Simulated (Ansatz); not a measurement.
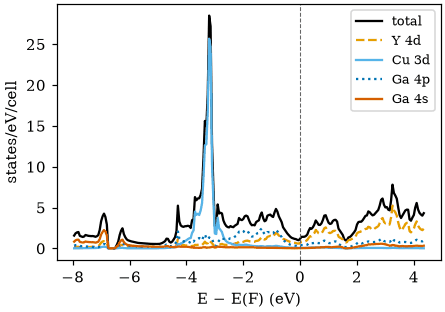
Figure. Total and projected density of states of Y2Ga3Cu in space group P3m1 (No. 156; Pearson symbol hP6), r²SCAN (plane waves, PAW; program Ansatz)

### Question
Which orbitals carry the states next to the Fermi level?

### Answer
Within 0.5 eV of the Fermi level: Y 4d 58 %, Ga 4p 29 %, Cu 3d 5 %. Projections are on Löwdin-orthogonalised atomic valence shells; empty p or d shells of many metals are not among them.

### Question
Where is the tallest occupied peak in this window, and what makes it?

### Answer
Near -3.2 eV, about 28 states/eV per cell; the largest projected share is Cu 3d.

The first step of the workflow began from a Materials Project structure, measured or hypothetical; the Crystallography Open Database copy checked does not list it. With Ga and Cu taken as one species the cell has the higher symmetry P-3m1, so it may be an ordered model of a mixed-site phase. Whether it is the stable phase at ambient conditions was not checked. The r²SCAN relaxation kept the symmetry of its start; its stability against distortions is not shown here. The run is not spin-polarised. Scalar-relativistic: spin–orbit coupling is off unless named, which matters more the heavier the elements.

Potentials: the later of the program's two PAW sets.
